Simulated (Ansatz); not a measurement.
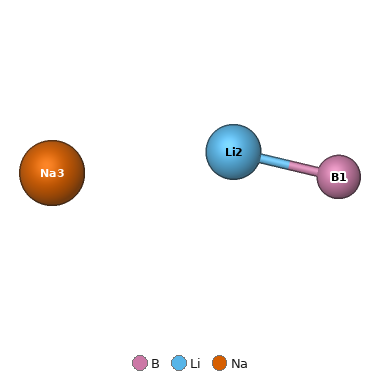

The system is B + LiNa, spin multiplicity 2; the picture shows the reference structure. First axis: distance B1–Li2. Second axis: distance Li2–Na3. Nothing is relaxed (the angle B1–Li2–Na3 is fixed at 160 degrees). Grid: 14 × 14 points. Points are written as (first, second). All energies are given in kJ/mol relative to the lowest grid point. In part of the range the unrestricted reference is strongly spin-contaminated. These are results of Ansatz, UHF/def2-TZVPD, not measurements.

Its coordinates:

```xyz
3

B    -2.1280    0.0000    0.0000
Li    0.0000    0.0000    0.0000
Na    3.3754    1.2285    0.0000
```

Range: distance B1–Li2 from 1.696 to 3.696 Å; distance Li2–Na3 from 2.352 to 4.352 Å.

> What landscape does the calculation give?

The lowest grid point is at (2.128 Å, 3.592 Å). It is the only kind of minimum in the scanned range. The highest grid point, (1.696 Å, 2.352 Å), lies 144 kJ/mol above the lowest.

```tsv
distance Li2–Na3 ↓, distance B1–Li2 →	1.696	1.767	1.871	1.993	2.128	2.274	2.428	2.590	2.760	2.936	3.118	3.306	3.498	3.696
4.352	88	59	30	11	4	7	17	31	47	61	71	74	76	78
4.154	87	58	28	10	3	5	15	29	45	59	69	73	75	76
3.962	86	57	27	8	1	4	13	27	43	57	68	71	73	75
3.774	85	57	27	8	0	3	12	26	41	55	66	69	71	73
3.592	85	57	27	8	0	2	11	25	40	54	65	67	69	71
3.416	86	58	28	8	1	3	12	25	40	54	64	66	68	70
3.246	89	60	30	10	3	4	13	26	41	55	63	66	68	69
3.084	92	64	33	14	6	8	17	29	44	58	64	66	69	70
2.930	97	69	39	19	11	13	22	35	49	63	67	69	71	73
2.784	104	76	46	26	19	20	29	42	56	69	71	74	76	77
2.649	113	85	55	36	28	30	38	51	66	75	77	80	82	84
2.527	124	96	66	47	39	41	50	63	77	83	86	88	90	92
2.423	135	107	77	58	51	53	62	75	89	93	95	98	100	101
2.352	144	116	86	67	60	62	72	84	98	101	104	106	108	110
```

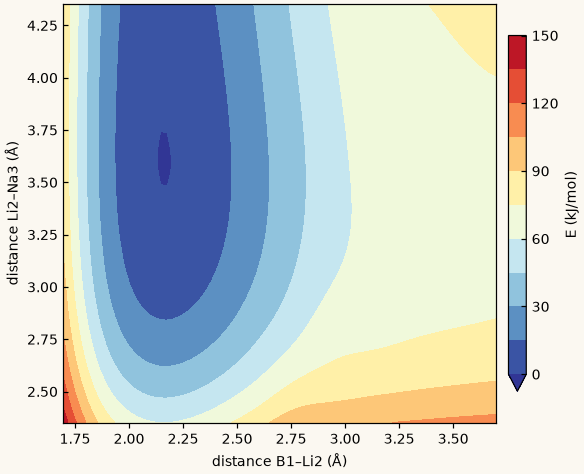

Drawn: filled contours. Between grid points the surface is interpolated.

The whole map (196 points run) took 38 min on 1 thread of Arm Neoverse V2 (shared host).
